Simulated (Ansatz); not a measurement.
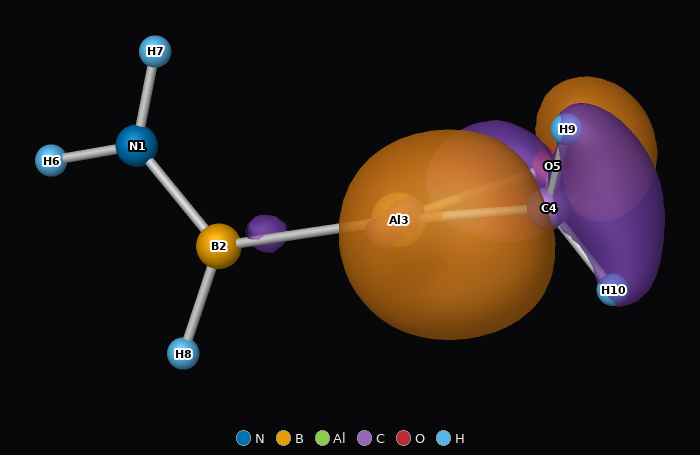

Figure 1: CH$_{5}$AlBNO (SMILES N[BH][Al]1[CH2][O]1). The HOMO at ±0.15 Å⁻³ᐟ² (orange and purple are the two phases), seen at an oblique angle.

Geometry: PBE0-D4/def2-TZVP.

These are results of Ansatz 0.2.0, RKS PBE0-D4/def2-TZVPP, not measurements.

```csv
atom,x (Å),y (Å),z (Å)
N,-1.7335,-1.6815,0.2633
B,-0.3974,-1.4116,0.5086
Al,0.5513,0.4011,-0.0414
C,1.4266,2.0658,-0.2732
O,1.1458,1.2091,-1.4389
H,-2.1678,-2.5484,0.5401
H,-2.3672,-1.0628,-0.2136
H,0.2301,-2.2588,1.0819
H,0.9001,3.0208,-0.3156
H,2.4949,2.2152,-0.1084
```

Question: Describe this orbital and give its energy.

Answer: By Hirshfeld shares it lies mainly on C4 (about 35 %), O5 (about 30 %) and Al3 (about 25 %). Its energy is −5.89 eV.
